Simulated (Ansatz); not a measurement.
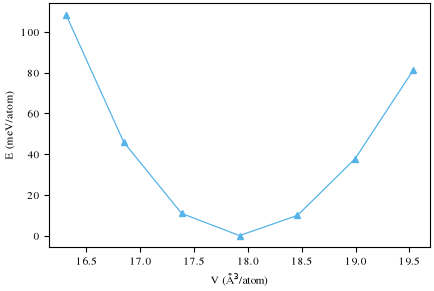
Figure. HfMo2 (cubic Laves (MgCu2 type), space group No. 227) under volume change, r²SCAN in the plane-wave PAW code Ansatz, scaled uniformly.

**Question.** What does a third-order Birch–Murnaghan fit give for V₀, B₀ and B′?

**Answer.** V₀ = 17.92 Å³/atom, B₀ = 206 GPa, B′ = 3.8.

Space group Fd-3m (cubic Laves (MgCu2 type)). The workflow started from an entry of the Crystallography Open Database (COD). Whether it is the stable phase at ambient conditions was not checked. Symmetry was held in the r²SCAN relaxation; its stability against distortions is not shown here. No spin polarisation was allowed. Spin–orbit coupling is left out wherever it is not named.

Potentials: the later of the program's two PAW sets.
